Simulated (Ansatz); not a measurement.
# Ta (Im-3m): phonon-mediated transition temperature

Wanted: λ, ω_log and Tc of Ta (Im-3m). The cell shown first is a relaxed one, from steps not shown here.

Program: Ansatz 0.2.0. Level of theory: DFT PBE, scalar-relativistic, plane waves, PAW; PAW set soft_1, in the first sound run; inputs show where later runs differ. Results are calculated unless marked as measured.

**What experiment says.**

“Surface-resistance measurements using superconducting stripline resonators” (2013, arxiv:1309.5331) reports for Ta, by microwave stripline resonator (foil much thicker than the skin depth): superconducting transition temperature (superconducting transition seen in surface resistance) 4.5 K.

## (1) The cell after earlier relaxation steps

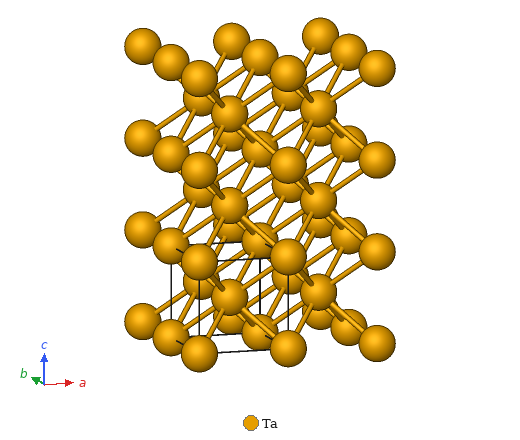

The cell as given, slightly off an axis (tantalum orange). 2×2×3 cells are drawn. This picture shows the conventional cell, with its axes. Some periodic images of atoms are drawn too.

## (2) Electron–phonon run: finite displacements

The run that gives the couplings also evaluates McMillan's and Allen and Dynes's formulas and, where asked, the Eliashberg equations, over a range of μ*.

File input.yaml:

```yaml
crystal:
  lattice:
    - [-1.6578762662, 1.6578762662, 1.6578762662]
    - [1.6578762662, -1.6578762662, 1.6578762662]
    - [1.6578762662, 1.6578762662, -1.6578762662]
  atoms:
    - { symbol: Ta, position: [0.0, 0.0, 0.0] }
kpoints:
  mp_grid: { grid: [12, 12, 12] }
hamiltonian:
  xc: pbe
  pseudopotentials: { kind: paw, azcp: { folder: soft_1 } }
scf:
  occupations: { method: methfessel_paxton, width: 0.2 }
output:
  eigenvalues: true
phonons:
  method: fd
  supercell: [4, 4, 4]
  temperatures: { t_max: 1000, t_step: 50 }
  qpath:
    path:
      - [[0.0, 0.0, 0.0], [0.5, -0.5, 0.5], [0.0, 0.0, 0.5], [0.0, 0.0, 0.0], [0.25, 0.25, 0.25], [0.5, -0.5, 0.5]]
      - [[0.25, 0.25, 0.25], [0.0, 0.0, 0.5]]
    npoints: 6
  electrical_resistivity:
    mesh: [20, 20, 20]
    temperatures: [20.0, 50.0, 80.0, 100.0, 150.0, 200.0, 273.0, 300.0, 400.0, 500.0, 600.0, 800.0]
  superconductivity: { mesh: [20, 20, 20], eliashberg_equations: false }
```

Command:

```console
ansatz run input.yaml --threads 16 --pin off --max-ram 92160MiB --backend cuda --events-out ev --progress --plain --runs-dir out --max-vram 78GiB
```

Numbers of over 12 decimals in the logs are rounded to 6 here.

What it wrote:

```text
Engine: ansatz 0.2.0, aarch64-unknown-linux-gnu
Pseudopotentials: kind: paw
Pseudopotential: Ta, paw, valence charge 13, recommended cutoff 420 eV (normal), soft_1/Ta.paw.azcp
Functional definition: PBE
  parameter kappa = 0.804
  parameter beta = 0.066725
  exchange = pbe_x(kappa = kappa, mu = beta*pi^2/3)
  correlation = pbe_c(beta = beta)
[...]
Crystal: 64 atoms, lattice volume = 1166.531 Å³
Basis set: ecut = 420 eV, 22831 PW (Γ), exchange–correlation on 160×160×160 points (8 copies of the dense FFT grid, shifted against one another)
Bands: 704, of which v1, the nominal top of the filled ones, is band 416 counted from 1 (415 counted from 0)
Symmetry: 3072 space group operations
k-points: 4 of 27
Non-local potential: Ta, projectors of the file, l = 0: 3, l = 1: 2, l = 2: 2, l = 3: 1
PAW form: soft (Blöchl's): semilocal exchange-correlation on the pseudo side does not see the compensation charge
PAW one-centre angular grid: Ta, 590 points (default); XC on 64 Gauss nodes
Initial density: handed on by an earlier stage of this run
Initial wavefunctions: those handed on with the density
[...]
Functional: x = pbe(κ = 0.804, μ = 0.219515), c = pbe(β = 0.066725)
SCF iter   1: F=—  HF=-635726.409781 eV  |F-HF|=—  |Δ(HF+E_count)|=         —  Δρ=1.73e-8  dr2=3.33e-12  ethr=1.00e-12  ⟨swp⟩=3.0  Hψ=6371  notcnv=0
preconditioner: auto → Kerker (q_TF=auto, 2.579 Å⁻¹)  [metal: Δε(μ)=0.021 eV  Ē_g=8.111 eV  σ=0.200 eV  W_gap=0.09  n_scr=320 (ndim 8)  ℏωp=19.4 eV  f_vac=0.000  D(μ)=119.18/eV (n_scr^D=1552)]
SCF iter   2: F=-635726.409781 eV  HF=-635726.409781 eV  |F-HF|=2.33e-10  |Δ(HF+E_count)|=  1.16e-10  S|Δr|=    0.00e0  Δρ=9.78e-9  dr2=1.15e-12  ethr=1.00e-12  ⟨swp⟩=4.0  Hψ=4479  notcnv=0
SCF 1 converged in 2 iterations: F = -635726.409781 eV  dr2 = 1.15e-12
  greatest PAW one-centre occupation: 0.999 electrons in one spin orbital (limit 2), on the Ta atom at site 63 (counted from 0), in its partial waves of l = 0
[...]
Symmetry: 8 space group operations
k-points: 6 of 27 (time reversal used)
[...]
iter 1 solved again at ethr=1.62e-8 eV; its pass at ethr=3.10e-3 eV (dr2=1.35e-4 eV) is discarded
[...]
SCF iter   7: F=-635726.409755 eV  HF=-635726.409755 eV  |F-HF|=1.16e-10  |Δ(HF+E_count)|=  1.16e-10  S|Δr|=    0.00e0  Δρ=2.81e-9  dr2=1.33e-13  ethr=1.00e-12  ⟨swp⟩=4.0  Hψ=10580  notcnv=0
SCF 2 converged in 7 iterations: F = -635726.409755 eV  dr2 = 1.33e-13
  greatest PAW one-centre occupation: 0.999 electrons in one spin orbital (limit 2), on the Ta atom at site 5 (counted from 0), in its partial waves of l = 0
[...]
Crystal: 1 atoms, lattice volume = 18.227 Å³
Basis set: ecut = 420 eV, 369 PW (Γ), exchange–correlation on 40×40×40 points (8 copies of the dense FFT grid, shifted against one another)
Bands: 11, of which v1, the nominal top of the filled ones, is band 7 counted from 1 (6 counted from 0)
[...]
SCF iter   1: F=—  HF=-9933.338138 eV  |F-HF|=—  |Δ(HF+E_count)|=         —  Δρ=4.14e-2  dr2=3.30e-1  ethr=3.10e-3  ⟨swp⟩=5.0  Hψ=4268  notcnv=0
preconditioner: auto → none  [metal: Δε(μ)=0.036 eV  Ē_g=8.399 eV  σ=0.200 eV  W_gap=0.15  n_scr=0 (ndim 8)  ℏωp=19.4 eV  f_vac=0.000  D(μ)=2.13/eV (n_scr^D=18)]
SCF iter   2: F=—  HF=-9933.225550 eV  |F-HF|=—  |Δ(HF+E_count)|=   1.13e-1  S|Δr|=    0.00e0  Δρ=1.51e-2  dr2=2.13e-2  ethr=2.54e-3  ⟨swp⟩=2.6  Hψ=1886  notcnv=0
SCF iter   3: F=—  HF=-9933.224811 eV  |F-HF|=—  |Δ(HF+E_count)|=   7.39e-4  S|Δr|=    0.00e0  Δρ=4.78e-3  dr2=1.38e-3  ethr=1.64e-4  ⟨swp⟩=2.0  Hψ=1002  notcnv=0
SCF iter   4: F=—  HF=-9933.225167 eV  |F-HF|=—  |Δ(HF+E_count)|=   3.56e-4  S|Δr|=    0.00e0  Δρ=1.77e-4  dr2=1.49e-6  ethr=1.06e-5  ⟨swp⟩=1.0  Hψ=792  notcnv=0
SCF iter   5: F=—  HF=-9933.225153 eV  |F-HF|=—  |Δ(HF+E_count)|=   1.44e-5  S|Δr|=    0.00e0  Δρ=2.62e-5  dr2=2.59e-8  ethr=1.15e-8  ⟨swp⟩=2.1  Hψ=1254  notcnv=0
SCF iter   6: F=—  HF=-9933.225153 eV  |F-HF|=—  |Δ(HF+E_count)|=   4.83e-9  S|Δr|=    0.00e0  Δρ=3.58e-6  dr2=6.49e-10  ethr=1.99e-10  ⟨swp⟩=2.4  Hψ=1235  notcnv=0
SCF iter   7: F=-9933.225153 eV  HF=-9933.225153 eV  |F-HF|=5.46e-12  |Δ(HF+E_count)|=  3.02e-10  S|Δr|=    0.00e0  Δρ=1.13e-7  dr2=1.34e-12  ethr=1.00e-12  ⟨swp⟩=3.0  Hψ=1646  notcnv=0
SCF 3 converged in 7 iterations: F = -9933.225153 eV  dr2 = 1.34e-12
[...]
SCF converged after 2 iterations
[...]
Hall coefficient in a weak field at 50 K (a third of the trace): 9.634e-11 m³/C (as a tensor it moves by 5.8 % between the two finest meshes); by each state's relaxation time: 9.855e-11 m³/C; by a constant relaxation time: 7.907e-11 m³/C
  mean free path at 80 K (of a tensor a third of its trace): 18.9 nm by what each carries, 16.4 by the Fermi surface alone
  Hall coefficient in a weak field at 80 K (a third of the trace): 9.814e-11 m³/C (as a tensor it moves by 5.9 % between the two finest meshes); by each state's relaxation time: 9.732e-11 m³/C; by a constant relaxation time: 7.888e-11 m³/C
  mean free path at 100 K (of a tensor a third of its trace): 13.1 nm by what each carries, 11.6 by the Fermi surface alone
  Hall coefficient in a weak field at 100 K (a third of the trace): 9.822e-11 m³/C (as a tensor it moves by 5.9 % between the two finest meshes); by each state's relaxation time: 9.659e-11 m³/C; by a constant relaxation time: 7.878e-11 m³/C
  mean free path at 150 K (of a tensor a third of its trace): 7.62 nm by what each carries, 6.80 by the Fermi surface alone
  Hall coefficient in a weak field at 150 K (a third of the trace): 9.833e-11 m³/C (as a tensor it moves by 5.8 % between the two finest meshes); by each state's relaxation time: 9.602e-11 m³/C; by a constant relaxation time: 7.857e-11 m³/C
  mean free path at 200 K (of a tensor a third of its trace): 5.46 nm by what each carries, 4.88 by the Fermi surface alone
  Hall coefficient in a weak field at 200 K (a third of the trace): 9.854e-11 m³/C (as a tensor it moves by 5.7 % between the two finest meshes); by each state's relaxation time: 9.605e-11 m³/C; by a constant relaxation time: 7.841e-11 m³/C
  mean free path at 273 K (of a tensor a third of its trace): 3.90 nm by what each carries, 3.48 by the Fermi surface alone
  Hall coefficient in a weak field at 273 K (a third of the trace): 9.896e-11 m³/C (as a tensor it moves by 5.5 % between the two finest meshes); by each state's relaxation time: 9.635e-11 m³/C; by a constant relaxation time: 7.824e-11 m³/C
  mean free path at 300 K (of a tensor a third of its trace): 3.53 nm by what each carries, 3.15 by the Fermi surface alone
  Hall coefficient in a weak field at 300 K (a third of the trace): 9.914e-11 m³/C (as a tensor it moves by 5.5 % between the two finest meshes); by each state's relaxation time: 9.650e-11 m³/C; by a constant relaxation time: 7.819e-11 m³/C
  mean free path at 400 K (of a tensor a third of its trace): 2.63 nm by what each carries, 2.33 by the Fermi surface alone
  Hall coefficient in a weak field at 400 K (a third of the trace): 9.997e-11 m³/C (as a tensor it moves by 5.3 % between the two finest meshes); by each state's relaxation time: 9.721e-11 m³/C; by a constant relaxation time: 7.805e-11 m³/C
  mean free path at 500 K (of a tensor a third of its trace): 2.10 nm by what each carries, 1.85 by the Fermi surface alone
  Hall coefficient in a weak field at 500 K (a third of the trace): 1.010e-10 m³/C (as a tensor it moves by 5.3 % between the two finest meshes); by each state's relaxation time: 9.813e-11 m³/C; by a constant relaxation time: 7.794e-11 m³/C
  mean free path at 600 K (of a tensor a third of its trace): 1.75 nm by what each carries, 1.54 by the Fermi surface alone
  Hall coefficient in a weak field at 600 K (a third of the trace): 1.022e-10 m³/C (as a tensor it moves by 5.3 % between the two finest meshes); by each state's relaxation time: 9.919e-11 m³/C; by a constant relaxation time: 7.784e-11 m³/C
  mean free path at 800 K (of a tensor a third of its trace): 1.33 nm by what each carries, 1.15 by the Fermi surface alone
  Hall coefficient in a weak field at 800 K (a third of the trace): 1.049e-10 m³/C (as a tensor it moves by 5.2 % between the two finest meshes); by each state's relaxation time: 1.017e-10 m³/C; by a constant relaxation time: 7.768e-11 m³/C
  the resistivity times a path that all electrons share, by the Fermi surface of the deck's mesh alone (a third of the trace): 4.316e-16 Ω·m²
  not converged in the mesh (λ_tr; the resistivity at 20 K by 5.19 %; the resistivity at 50 K by 5.27 %; the resistivity at 80 K by 5.59 %; the resistivity at 100 K by 5.70 %; the resistivity at 150 K by 5.82 %; the resistivity at 200 K by 5.90 %; the resistivity at 273 K by 6.00 %; the resistivity at 300 K by 6.03 %; the resistivity at 400 K by 6.11 %; the resistivity at 500 K by 6.14 %; the resistivity at 600 K by  [...]
  vibrations of 64 cells: unjudged by the run; compare a larger repeat
  the changes of the potential over all sites missed a rigid shift's by 0.00 % (the site terms' by 0.00 %)
  at the force constants' own smearing the fine mesh and the k-points of their solves give squared frequencies that differ by 14.1 % of the larger at the most, at (0.25, 0.25, -0.25)
--- Superconductivity: potentials and phonons of a 4×4×4 supercell ---
  pairing by harmonic phonons, in the closed forms alone; spin fluctuations are left out, and so is spin–orbit coupling
           mesh         λ    ħω_log (meV)  μ* declared at (meV)
       20×20×20    0.9405          12.227               13.600
       10×10×10    0.9360          12.233               13.566
          5×5×5    0.9012          12.925               13.962
  λ by the species' shares of the modes' patterns: Ta 0.9405
  transition temperature on the deck's mesh (K), isotropic and anisotropic, restricted to the Fermi surface (FSR) and over the full bandwidth (FBW), and the last with the density of states resolved in a narrower window:
        μ*   McMillan   Allen–Dynes      iso. FSR      iso. FBW    aniso. FSR    aniso. FBW  narrow window
      0.08      9.904        10.504             -             -             -             -              -
      0.10      8.958         9.453             -             -             -             -              -
      0.12      8.034         8.441             -             -             -             -              -
      0.13      7.582         7.950             -             -             -             -              -
      0.14      7.137         7.470             -             -             -             -              -
      0.16      6.271         6.542             -             -             -             -              -
      0.20      4.654         4.828             -             -             -             -              -
  not judged without the Eliashberg equations: between neighbouring meshes, the two finest first, λ moves by 0.48 % and 3.72 %
  vibrations of 64 cells: unjudged by the run; compare a larger repeat
  the changes of the potential over all sites missed a rigid shift's by 0.00 % (the site terms' by 0.00 %)
  at the force constants' own smearing the fine mesh and the k-points of their solves give squared frequencies that differ by 14.1 % of the larger at the most, at (0.25, 0.25, -0.25)
```

It took 27 s on 1 × NVIDIA GB200 with 16 threads of Arm Neoverse V2, shared host; peak memory 2.8 GiB.

Numbers from this step:

```yaml
volume_per_atom: 18.23 Å³/atom
metallic_on_mesh: yes
gap_on_the_k_mesh: 0 eV
zero_point_energy: 0.02001 eV/cell
share_of_imaginary_modes_in_the_plain_interpolation_between_solved_wavevectors: 0
highest_frequency_solved_or_plainly_interpolated: 163.7 cm⁻¹
debye_temperature_second_moment: 208 K
resistivity_at_300_k: 13.69 μΩ cm
coupling_constant_lambda: 0.9405
density_of_states_at_the_fermi_level: 0.6545 states/eV a spin and cell
log_mean_phonon_energy_omega_log: 12.23 meV
transport_coupling_constant_lambda_tr: 0.9038, 0.9038, 0.9038 (xx, yy, zz)
drude_plasma_energy: 8.703, 8.703, 8.703 eV (xx, yy, zz)
resistivity_times_mean_free_path: 4.316, 4.316, 4.316 × 10⁻¹⁶ Ω m² (xx, yy, zz)
second_moment_phonon_energy_omega: 13.6 meV
coupling_lambda_by_branch: 0.398, 0.313, 0.23 (branches by rank of frequency)
```

Transition temperatures:

| μ* | McMillan Tc (K) | Allen–Dynes Tc (K) |
| --- | --- | --- |
| 0.08 | 9.9 | 10.5 |
| 0.1 | 8.96 | 9.45 |
| 0.12 | 8.03 | 8.44 |
| 0.13 | 7.58 | 7.95 |
| 0.14 | 7.14 | 7.47 |
| 0.16 | 6.27 | 6.54 |
| 0.2 | 4.65 | 4.83 |

## (3) Electron–phonon run: r2SCAN at its own relaxed cell

The functional sets the lattice constant, the bands and the force constants.

This step: DFT r2SCAN, scalar-relativistic, plane waves, PAW; PAW set soft_1 (Ansatz 0.2.0).

Changes to input.yaml since step 2:

```diff
@@ -2,5 +2,5 @@
   lattice:
-    - [-1.6578762662, 1.6578762662, 1.6578762662]
-    - [1.6578762662, -1.6578762662, 1.6578762662]
-    - [1.6578762662, 1.6578762662, -1.6578762662]
+    - [-1.6516819436, 1.6516819436, 1.6516819436]
+    - [1.6516819436, -1.6516819436, 1.6516819436]
+    - [1.6516819436, 1.6516819436, -1.6516819436]
   atoms:
@@ -10,3 +10,3 @@
 hamiltonian:
-  xc: pbe
+  xc: r2scan
   pseudopotentials: { kind: paw, azcp: { folder: soft_1 } }
@@ -17,4 +17,4 @@
 phonons:
-  method: fd
-  supercell: [4, 4, 4]
+  method: dfpt
+  qmesh: [4, 4, 4]
   temperatures: { t_max: 1000, t_step: 50 }
```

What it wrote:

```text
[...]
Crystal: 1 atoms, lattice volume = 18.024 Å³
Basis set: ecut = 500 eV, 459 PW (Γ), exchange–correlation on 120×120×120 points (125 copies of the dense FFT grid, shifted against one another)
Bands: 11, of which v1, the nominal top of the filled ones, is band 7 counted from 1 (6 counted from 0)
Symmetry: 48 space group operations
k-points: 163 of 1728 (irreducible under 8 space group operations, time reversal used)
[...]
SCF iter   2: F=—  HF=-9945.150854 eV  |F-HF|=—  |Δ(HF+E_count)|=   1.04e-2  S|Δr|=    0.00e0  Δρ=1.74e-2  dr2=2.86e-2  dr2_τ=1.03e-2  ethr=2.19e-3  ⟨swp⟩=2.1  Hψ=3244  notcnv=0
[...]
SCF iter   8: F=-9945.162265 eV  HF=-9945.162265 eV  |F-HF|=3.64e-12  |Δ(HF+E_count)|=  1.27e-11  S|Δr|=    0.00e0  Δρ=5.65e-8  dr2=5.62e-13  dr2_τ=1.08e-13  ethr=1.00e-12  ⟨swp⟩=5.3  Hψ=6498  notcnv=0
SCF 1 converged in 8 iterations: F = -9945.162265 eV  dr2 = 5.62e-13
[...]
DFPT response loops at Γ: preconditioner auto → Kerker (q_TF=auto, 2.584 Å⁻¹) (partly filled bands, converged f_vac=0.000); β = 1.00, the filter's whole step (`scf.mixing.beta` (0.50) is not read by the response loops under this deck's `scf.mixing.preconditioner`; to damp them name `kerker` or `kerker_dos`, under which they read `scf.mixing.beta`, and type it under 1.00, their step now; both keys bind the ground state too); Broyden in place of MSR1
[...]
NSCF: frozen V_eff on 72 k-points, pencils in batches of 32, up to order 44
[...]
NSCF: frozen V_eff on 1872 k-points
[...]
k-points: 72 of 1728
[...]
SCF iter   1: F=—  HF=-9945.161233 eV  |F-HF|=—  |Δ(HF+E_count)|=         —  Δρ=4.00e-2  dr2=2.85e-1  dr2_τ=1.65e-2  ethr=2.20e-3  ⟨swp⟩=1.0  Hψ=5704  notcnv=0
[...]
SCF 2 converged in 8 iterations: F = -9945.162265 eV  dr2 = 5.66e-13
[...]
SCF converged after 8 iterations
[...]
not converged in the mesh (λ; the resistivity at 20 K by 4.24 %; the resistivity at 50 K by 4.76 %; the resistivity at 80 K by 5.17 %; the resistivity at 100 K by 5.30 %; the resistivity at 150 K by 5.44 %; the resistivity at 200 K by 5.50 %; the resistivity at 273 K by 5.60 %; the resistivity at 300 K by 5.64 %; the resistivity at 400 K by 5.78 %; the resistivity at 500 K by 5.87 %; the resistivity at 600 K by 5.9 [...]
  vibrations of 64 cells: unjudged by the run; compare a larger repeat
[...]
--- Superconductivity: potentials and phonons of a 4×4×4 supercell ---
[...]
mesh         λ    ħω_log (meV)  μ* declared at (meV)
       20×20×20    1.0281          12.250               13.687
       10×10×10    1.0066          12.229               13.634
          5×5×5    0.9713          12.946               14.075
  λ by the species' shares of the modes' patterns: Ta 1.0281
[...]
0.08     11.285        12.072             -             -             -             -              -
      0.10     10.323        10.979             -             -             -             -              -
      0.12      9.377         9.923             -             -             -             -              -
      0.13      8.911         9.409             -             -             -             -              -
      0.14      8.451         8.905             -             -             -             -              -
      0.16      7.549         7.924             -             -             -             -              -
      0.20      5.836         6.087             -             -             -             -              -
[...]
vibrations of 64 cells: unjudged by the run; compare a larger repeat
[...]
```

Wall time 79 s (1 × NVIDIA GB200 with 16 threads); peak memory 2.5 GiB; 13 min of CPU time.

Numbers from this step:

```yaml
volume_per_atom: 18.02 Å³/atom
zero_point_energy: 0.01936 eV/cell
highest_frequency_solved_or_plainly_interpolated: 167.7 cm⁻¹
debye_temperature_second_moment: 202 K
resistivity_at_300_k: 14.63 μΩ cm
coupling_constant_lambda: 1.028
density_of_states_at_the_fermi_level: 0.613 states/eV a spin and cell
log_mean_phonon_energy_omega_log: 12.25 meV
transport_coupling_constant_lambda_tr: 0.9948, 0.9948, 0.9948 (xx, yy, zz)
drude_plasma_energy: 8.814, 8.814, 8.814 eV (xx, yy, zz)
resistivity_times_mean_free_path: 4.363, 4.363, 4.363 × 10⁻¹⁶ Ω m² (xx, yy, zz)
second_moment_phonon_energy_omega: 13.69 meV
coupling_lambda_by_branch: 0.439, 0.347, 0.242 (branches by rank of frequency)
```

Transition temperatures:

```csv
μ*,McMillan Tc (K),Allen–Dynes Tc (K)
0.08,11.3,12.1
0.1,10.3,11
0.12,9.38,9.92
0.13,8.91,9.41
0.14,8.45,8.9
0.16,7.55,7.92
0.2,5.84,6.09
```

[end of part 1 of 2]

[Logs are printed without paths, hosts, clocks, repeated set-up lines and the standing remarks that a program may print on its own settings, such as how far it seeks lower states.]

[Hosts, paths, dates, database ids (printed as entryN), source tags and the programs' standing remarks are cut or masked in the printed files.]
